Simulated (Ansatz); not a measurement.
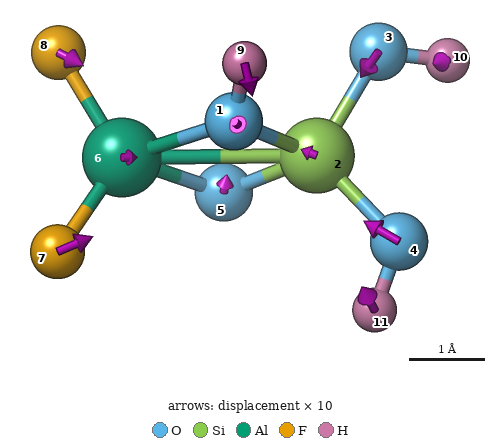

This is a relaxation of AlSiH3O4F2. The starting structure is drawn; purple arrows show the displacements, magnified 10 times. The two geometries are superimposed by the best rigid fit.

Style: ball-and-stick. Shown face on.

The start comes from PBE-D4/def2-SVP.

Method: RKS PBE0-D4/def2-TZVP in Ansatz 0.2.0.

Input
```yaml
crystal:
  periodic: [false, false, false]
  atoms:
    - {symbol: O, position_ang: [-0.502763, -0.601898, 0.861519]}
    - {symbol: Si, position_ang: [0.746195, -0.131220, -0.303827]}
    - {symbol: O, position_ang: [2.045310, 0.245691, 0.637635]}
    - {symbol: O, position_ang: [1.195733, -1.355045, -1.318425]}
    - {symbol: O, position_ang: [-0.220895, 1.026130, -0.926871]}
    - {symbol: Al, position_ang: [-1.617462, 0.861450, 0.189397]}
    - {symbol: F, position_ang: [-3.021622, 0.235207, -0.473408]}
    - {symbol: F, position_ang: [-1.792091, 1.973521, 1.428830]}
    - {symbol: H, position_ang: [-0.300470, -0.890702, 1.770384]}
    - {symbol: H, position_ang: [2.916211, 0.052578, 0.249067]}
    - {symbol: H, position_ang: [0.617253, -1.472614, -2.093601]}
basis:
  gaussian: {orbitals: def2-TZVP}
hamiltonian: {xc: pbe0, dispersion: d4}
relax: {f_tol: 0.005, max_steps: 150}
```

Command:
```bash
ansatz run in.yaml --threads 4 --pin off --events-out ev --progress --plain --max-ram 11315MiB
```

What did the optimiser do to the structure, and how much energy did it gain?

Answer. The atom that moves furthest after the best rigid fit is O4 (0.057 Å). Largest moves by element: O 0.057 Å, H 0.055 Å, F 0.053 Å, Al 0.024 Å, Si 0.024 Å. Near-neighbour distances that change, for instance: O1–Si2 1.772 → 1.725 Å, Si2–Al6 2.611 → 2.567 Å, Si2–O5 1.632 → 1.597 Å, O5–Al6 1.795 → 1.761 Å. Among the angles between lasting bonds that change: Si2–O4–H11 114.6° → 117.4°, Si2–O3–H10 115.6° → 118.0°. After 11 geometry steps the energy has fallen by 13.7 kJ/mol. Largest force component: 1 eV/Å at the start, 0.0019 eV/Å at the end. The run took 45 s on 4 threads of Intel Xeon 6975P-C, on a shared host.
